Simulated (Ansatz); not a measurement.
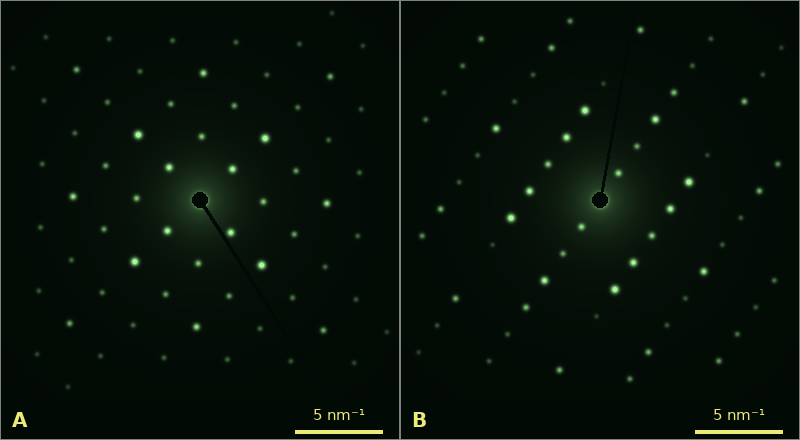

Kinematic electron diffraction patterns (200 kV, B = 0.5 Å², same scale, each along a low-index zone) of two structures of composition Al2Si, each relaxed at zero pressure with Ansatz 0.2.0, DFT PBE, scalar-relativistic, plane waves, PAW.

The structures (standard cells):
1. Cmmm (No. 65), a = 3.484 Å, b = 10.668 Å, c = 2.758 Å, 6 atoms; generated start, possibly hypothetical
2. P4/mmm (No. 123), a = 3.876 Å, c = 3.646 Å, 3 atoms; generated start, possibly hypothetical

**Which pattern belongs to which structure, and along which zone?**

A is structure 2 along [001]: square net of 1 0 0 at d = 3.88 Å and 0 1 0 at d = 3.88 Å, 90.0° apart. B is structure 1 along [100]: rectangular net of 0 2 0 at d = 5.33 Å and 0 0 1 at d = 2.76 Å, 90.0° apart (some points of this net are extinct or too weak to see).

**Rank the structures by their computed energy.**

Structure 2 (P4/mmm, 18.26 Å³ an atom) is the lowest of these; structure 1 (Cmmm, 17.08 Å³ an atom) lies about 27 meV an atom higher. These are static energies at 0 K; other structures, not shown, may lie lower still.
